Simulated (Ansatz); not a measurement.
## Electronic structure of CH$_{5}$GaO (SMILES O[CH2][GaH2]) in real space

Input file:

```
crystal:
  periodic: [false, false, false]
  atoms:
    - {symbol: O, position_ang: [-0.972656, 0.187385, -1.074828]}
    - {symbol: C, position_ang: [-0.118846, 0.695334, -0.044866]}
    - {symbol: Ga, position_ang: [0.671067, -1.008385, 0.625381]}
    - {symbol: H, position_ang: [-1.435292, 0.916642, -1.494959]}
    - {symbol: H, position_ang: [-0.691682, 1.227783, 0.723222]}
    - {symbol: H, position_ang: [0.633410, 1.381409, -0.451107]}
    - {symbol: H, position_ang: [-0.058999, -1.816774, 1.758306]}
    - {symbol: H, position_ang: [1.972999, -1.583394, -0.041149]}
basis:
  gaussian: {orbitals: def2-TZVPP}
hamiltonian: {xc: pbe0, dispersion: d4}
output: {orbitals: {seedname: orbitals}}
```

Run with:

```sh
ansatz run in.yaml --threads 2 --pin off --events-out ev --progress --plain --max-ram 4352MiB
```

Geometry: PBE0-D4/def2-TZVP.

The calculation used RKS PBE0-D4/def2-TZVPP in Ansatz 0.2.0.

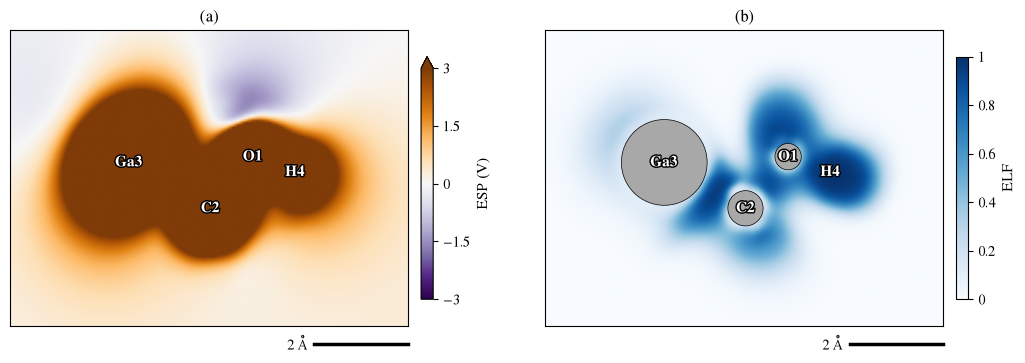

Figure 1. (a) molecular electrostatic potential; (b) electron localisation function on the plane of atoms O1, C2 and Ga3. Grey discs cover the atomic cores in the ELF map.

**Read the bonding off the picture.**

Atoms in the plane: O, C, Ga and H.
C–O (1.43 Å): the ELF peaks at about 0.85 between the atoms; a polar covalent bond.
C–Ga (1.99 Å): the ELF peaks at about 0.95 in the valence shell of C, 0.7 Å from its nucleus, and is about 0.60 at the midpoint.
O–H (0.96 Å): the ELF climbs to about 1 towards the hydrogen, as it does in any bond to H (an ordinary covalent bond to hydrogen).
The ELF also peaks beside O1, away from the bonds: lone-pair regions.
Outside the dense part of the molecule the potential is most negative (−1.6 V) near O1.

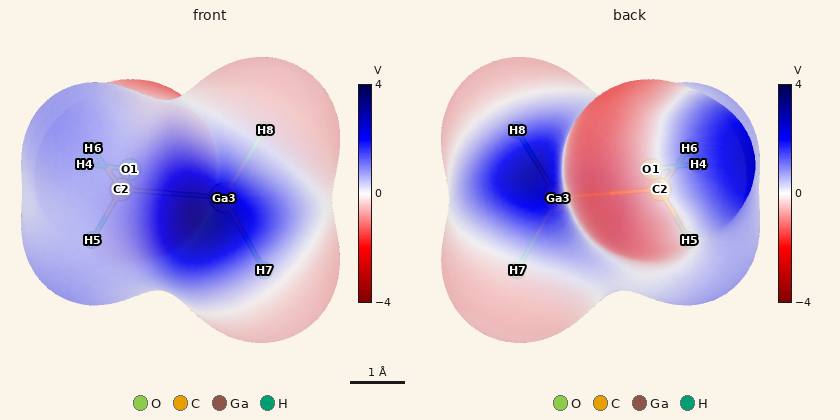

Figure 2. The electrostatic potential painted on the density surface at 0.002 e/bohr³, seen from the front and from behind; red is negative and blue positive.

**Where is the surface potential most negative and most positive?**

The most negative region (about −1.2 V, or −28 kcal/mol for a unit charge) lies over O1, the most positive (about +3.1 V, or +71 kcal/mol for a unit charge) over Ga3. O1 is the likeliest acceptor of a hydrogen bond.

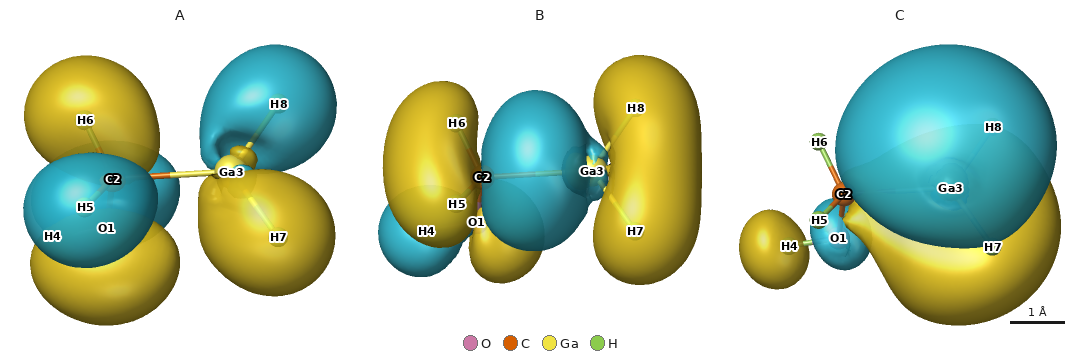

Figure 3. Three frontier orbitals at ±0.06 Å⁻³ᐟ² (yellow and cyan are the two phases), in no order.

**Order the three orbitals by energy and name them.**

A is the HOMO−1 (−7.99 eV). By Hirshfeld shares it lies mainly on O1 (about 50 %), C2 (about 15 %), Ga3 (about 10 %), H5 (about 5 %) and H6 (about 5 %). B is the HOMO (−7.60 eV). By Hirshfeld shares it lies mainly on C2 (about 35 %), Ga3 (about 25 %), O1 (about 10 %), H8 (about 5 %) and H7 (about 5 %). C is the LUMO (−1.46 eV). By Hirshfeld shares it lies mainly on Ga3 (about 75 %).

**What is the HOMO–LUMO gap?**

6.14 eV between the orbital energies.

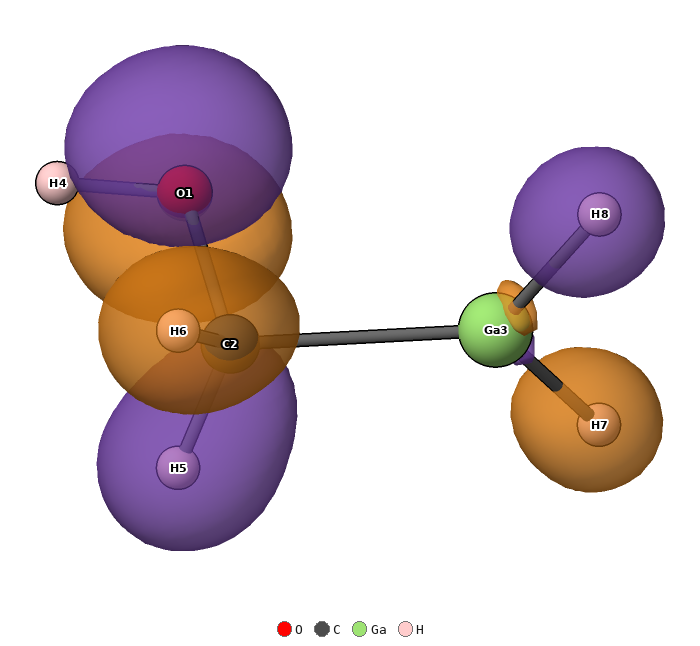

Figure 4. The HOMO−1 at ±0.15 Å⁻³ᐟ² (orange and purple are the two phases), seen at an oblique angle.

**What is the character of this orbital?**

Its weight (Hirshfeld) is mainly on O1 (about 50 %), C2 (about 15 %), Ga3 (about 10 %), H5 (about 5 %) and H6 (about 5 %). Its energy is −7.99 eV.
